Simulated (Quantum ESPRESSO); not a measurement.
# antimonene, 1 layer, rectangular cell: a series in strain along the first axis, part 3 of 7

What law, if any, do the results for antimonene, 1 layer, rectangular cell follow against strain along the first axis?

Quantum ESPRESSO 7.5; plane-wave DFT, PBE, GBRV ultrasoft pseudopotentials.

So far. Step 2 (Relaxing cell and ions of the reference):  The last row is no step: it is a fresh SCF in the final cell with a new plane-wave basis, +0 meV from the row before. Step 3 (Relaxing the ions, -4 %): The relaxation lowers the energy by 3 meV an atom.

### 4. Self-consistent run, -4 %

The self-consistent run of this member.

m0.scf.in reads:

```
&control
  prefix = 'm0.scf'
  outdir = './out'
  pseudo_dir = './pseudo'
  calculation = 'scf'
  tprnfor = .true.
/
&system
  ibrav = 0
  nat = 4
  ntyp = 1
  ecutwfc = 40
  ecutrho = 200
  occupations = 'smearing'
  smearing = 'fd'
  degauss = 0.002
  nbnd = 34
/
&electrons
  conv_thr = 1e-09
  mixing_beta = 0.4
  electron_maxstep = 120
  mixing_mode = 'plain'
/
ATOMIC_SPECIES
  Sb  121.7600  sb_pbe_v1.4.uspp.F.UPF
CELL_PARAMETERS angstrom
  3.95397254304000 0.00000000000000 0.00000000000000
  0.00000000000000 7.13289968800000 0.00000000000000
  0.00000000000000 0.00000000000000 16.65000000000000
ATOMIC_POSITIONS crystal
  Sb  0.500000000000 0.164685249200 0.449940269200
  Sb  0.000000000000 0.664683617300 0.449939359900
  Sb  0.000000000000 0.335316382700 0.550060640100
  Sb  0.500000000000 0.835314750800 0.550059730800
K_POINTS automatic
  8 4 1 0 0 0
```

On the command line:

```console
$ OMP_NUM_THREADS=1 mpirun -n 4 pw.x -nk 2 -in m0.scf.in > m0.scf.out
```

Log:

```text
[banner, memory and clock lines left out]
Program PWSCF v.7.5 starts
[citation notice left out]

[...]
Message from routine setup:
[...]
bravais-lattice index     =            0
     lattice parameter (alat)  =       7.4719  a.u.
     unit-cell volume          =    3168.9151 (a.u.)^3
     number of atoms/cell      =            4
     number of atomic types    =            1
     number of electrons       =        60.00
     number of Kohn-Sham states=           34
     kinetic-energy cutoff     =      40.0000  Ry
     charge density cutoff     =     200.0000  Ry
     scf convergence threshold =      1.0E-09
     mixing beta               =       0.4000
     number of iterations used =            8  plain     mixing
     Exchange-correlation=  SLA  PW   PBX  PBC
                           (   1   4   3   4   0   0   0)

[...]
PseudoPot. # 1 for Sb read from file:
     ./pseudo/sb_pbe_v1.4.uspp.F.UPF
     Pseudo is Ultrasoft + core correction, Zval = 15.0
     Generated by new atomic code, or converted to UPF format
     Using radial grid of  891 points,  6 beta functions with:
                l(1) =   0
                l(2) =   0
                l(3) =   1
                l(4) =   1
                l(5) =   2
                l(6) =   2
     Q(r) pseudized with  8 coefficients,  rinner =    1.350   1.350   1.350
                                                       1.350   1.350

     atomic species   valence    mass     pseudopotential
     Sb               15.00   121.76000     Sb( 1.00)

      4 Sym. Ops., with inversion, found

[...]
number of k points=    15  Fermi-Dirac smearing, width (Ry)=  0.0020
[...]
Dense  grid:   151329 G-vectors     FFT dimensions: (  36,  64, 144)

     Smooth grid:   108239 G-vectors     FFT dimensions: (  32,  60, 128)

     Initial potential from superposition of free atoms

     starting charge      55.9999, renormalised to      60.0000

     negative rho (up, down):  1.072E-03 0.000E+00
     Starting wfcs are   36 randomized atomic wfcs

     per-process dynamical memory:    81.4 Mb

     Self-consistent Calculation

     iteration #  1     ecut=    40.00 Ry     beta= 0.40
     Davidson diagonalization with overlap
     ethr =  1.00E-02,  avg # of iterations =  4.3

     negative rho (up, down):  1.449E-04 0.000E+00

     total energy              =    -739.23399716 Ry
     estimated scf accuracy    <       4.37955791 Ry

     iteration #  2     ecut=    40.00 Ry     beta= 0.40
[...]
negative rho (up, down):  6.833E-05 0.000E+00

[...]
total energy              =    -739.72756984 Ry
     estimated scf accuracy    <       0.25555411 Ry

     iteration #  3     ecut=    40.00 Ry     beta= 0.40
[...]
negative rho (up, down):  2.237E-04 0.000E+00

[...]
total energy              =    -739.77652782 Ry
     estimated scf accuracy    <       0.01370749 Ry

     iteration #  4     ecut=    40.00 Ry     beta= 0.40
[...]
negative rho (up, down):  4.124E-04 0.000E+00

[...]
total energy              =    -739.77731808 Ry
     estimated scf accuracy    <       0.00192708 Ry

     iteration #  5     ecut=    40.00 Ry     beta= 0.40
[...]
negative rho (up, down):  3.936E-04 0.000E+00

[...]
total energy              =    -739.77744274 Ry
     estimated scf accuracy    <       0.00005116 Ry

     iteration #  6     ecut=    40.00 Ry     beta= 0.40
[...]
negative rho (up, down):  4.104E-04 0.000E+00

[...]
total energy              =    -739.77745414 Ry
     estimated scf accuracy    <       0.00000993 Ry

     iteration #  7     ecut=    40.00 Ry     beta= 0.40
[...]
negative rho (up, down):  4.269E-04 0.000E+00

[...]
total energy              =    -739.77745640 Ry
     estimated scf accuracy    <       0.00000175 Ry

     iteration #  8     ecut=    40.00 Ry     beta= 0.40
[...]
negative rho (up, down):  4.383E-04 0.000E+00

[...]
total energy              =    -739.77745672 Ry
     estimated scf accuracy    <       0.00000015 Ry

     iteration #  9     ecut=    40.00 Ry     beta= 0.40
[...]
negative rho (up, down):  4.461E-04 0.000E+00

[...]
total energy              =    -739.77745682 Ry
     estimated scf accuracy    <       0.00000001 Ry

     iteration # 10     ecut=    40.00 Ry     beta= 0.40
[...]
negative rho (up, down):  4.510E-04 0.000E+00

[...]
total energy              =    -739.77745686 Ry
     estimated scf accuracy    <          3.9E-09 Ry

     iteration # 11     ecut=    40.00 Ry     beta= 0.40
[...]
negative rho (up, down):  4.589E-04 0.000E+00

[...]
End of self-consistent calculation

          k = 0.0000 0.0000 0.0000 ( 13615 PWs)   bands (ev):

   -29.6889 -29.6853 -29.6810 -29.6230 -29.6132 -29.6060 -29.5766 -29.5713
   -29.5474 -29.5471 -29.5411 -29.5200 -29.5159 -29.4984 -29.4983 -29.4725
   -29.4621 -29.4169 -29.4129 -29.4094 -12.5571 -10.6239  -8.9418  -7.5410
    -4.1704  -2.7615  -2.2779  -1.8913  -1.0775  -0.7135   0.7412   0.8692
     1.2252   1.8291

          k = 0.0000 0.1386 0.0000 ( 13549 PWs)   bands (ev):

   -29.6878 -29.6822 -29.6770 -29.6295 -29.6120 -29.6011 -29.5976 -29.5686
   -29.5683 -29.5458 -29.5277 -29.5109 -29.5019 -29.4989 -29.4945 -29.4705
   -29.4641 -29.4268 -29.4123 -29.4099 -12.3892 -11.1638  -8.3356  -7.5284
    -4.3031  -2.4165  -2.2953  -2.1183  -1.8165  -1.0640   0.4203   1.2384
     1.8106   1.9539

[...]
the Fermi energy is    -0.2685 ev

!    total energy              =    -739.77745687 Ry
     estimated scf accuracy    <          3.2E-10 Ry
     smearing contrib. (-TS)   =      -0.00000000 Ry
     internal energy E=F+TS    =    -739.77745687 Ry

     The total energy is F=E-TS. E is the sum of the following terms:
     one-electron contribution =   -1840.54380471 Ry
     hartree contribution      =     930.64913070 Ry
     xc contribution           =    -176.08591953 Ry
     ewald contribution        =     346.20313667 Ry

     convergence has been achieved in  11 iterations

     negative rho (up, down):  4.589E-04 0.000E+00

     Forces acting on atoms (cartesian axes, Ry/au):

     atom    1 type  1   force =     0.00000000    0.00000808   -0.00001352
     atom    2 type  1   force =     0.00000000    0.00001734   -0.00001343
     atom    3 type  1   force =     0.00000000   -0.00001734    0.00001343
     atom    4 type  1   force =     0.00000000   -0.00000808    0.00001352

     Total force =     0.000038     Total SCF correction =     0.000037
     SCF correction compared to forces is large: reduce conv_thr to get better values

[...]
```

The job ended after 49 s (4 MPI ranks of Arm Neoverse V1, shared host; peak memory 0.53 GiB; 3.2 min of CPU time).

Numbers from this step:

* free energy: -10065.1851 eV
* Fermi energy: -0.2685 eV
* valence top, on the run's zero: -0.7135 eV
* conduction bottom, on the run's zero: 0.2159 eV
* gap by band count: 0.9294 eV

### 5. Potential by pp.x, -4 %

plot_num = 11 writes the bare and Hartree potential, from which vacuum levels or, in a crystal, the mean potential are read.

m0.pot.in reads:

```
&inputpp
  prefix = 'm0.scf'
  outdir = './out'
  filplot = 'm0.pot.dat'
  plot_num = 11
/
```

On the command line:

```console
$ OMP_NUM_THREADS=1 mpirun -n 4 pp.x -in m0.pot.in > m0.pot.out
```

Log:

```text
[banner, memory and clock lines left out]
Program POST-PROC v.7.5 starts

          URL

     ./out/m0.scf.save/

     IMPORTANT: XC functional enforced from input :
     Exchange-correlation= PBE
                           (   1   4   3   4   0   0   0)
     Any further DFT definition will be discarded
     Please, verify this is what you really want

     negative rho (up, down):  4.589E-04 0.000E+00

     Calling punch_plot, plot_num =  11
     Writing data to file  m0.pot.dat
     Message from routine chdens:
     namelist plot not found or invalid, exiting
```

The job ended after 1.1 s (4 MPI ranks; peak memory 0.15 GiB).

This step gave:

* slope of the potential above: 2.17e-4 eV/Å
* upper vacuum line continued to the top atoms, over the valence top: 4.393 eV
* slope of the potential below: -1.81e-4 eV/Å
* lower vacuum line continued to the bottom atoms, over the valence top: 4.394 eV
* vacuum level at the upper face over the valence top of the mesh: 4.395 eV
* vacuum level at the lower face over the valence top of the mesh: 4.395 eV

Electrostatic potential energy of an electron; zero at the highest filled level of the SCF mesh. Potential energy, planar mean against z:

| z (Å) | potential energy, planar mean (eV) |
| --- | --- |
| 0 | 4.39 |
| 1 | 4.39 |
| 2 | 4.39 |
| 3 | 4.39 |
| 4 | 4.39 |
| 5 | 4.33 |
| 6 | 3.48 |
| 7 | -6.01 |
| 8 | -7.46 |
| 9 | -10.3 |
| 10 | -0.639 |
| 11 | 4.02 |
| 12 | 4.37 |
| 13 | 4.39 |
| 14 | 4.39 |
| 15 | 4.39 |
| 16 | 4.39 |

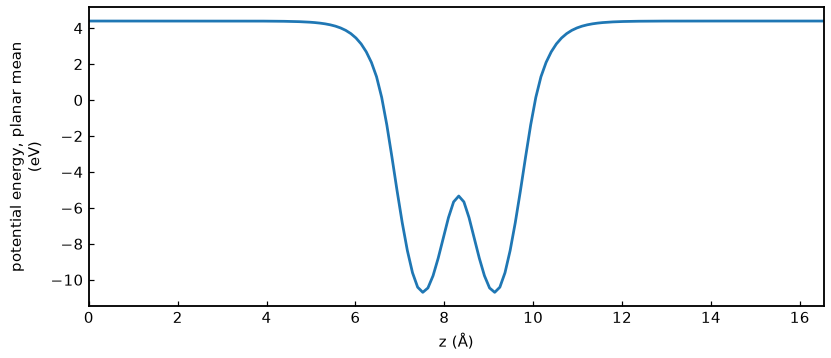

Potential energy, planar mean, plotted against z.

(Part 3 of 7 ends here.)

[Logs are printed without paths, hosts, clocks, repeated set-up lines and the standing remarks that a program may print on its own settings, such as how far it seeks lower states.]

[Hosts, paths, dates, database ids (printed as entryN), source tags and the programs' standing remarks are cut or masked in the printed files.]

[Maps of the electrostatic potential energy from Ansatz leave out the sawtooth potential of an applied field or a dipole correction, so their vacuum need not be flat; planar profiles and work functions include it.]
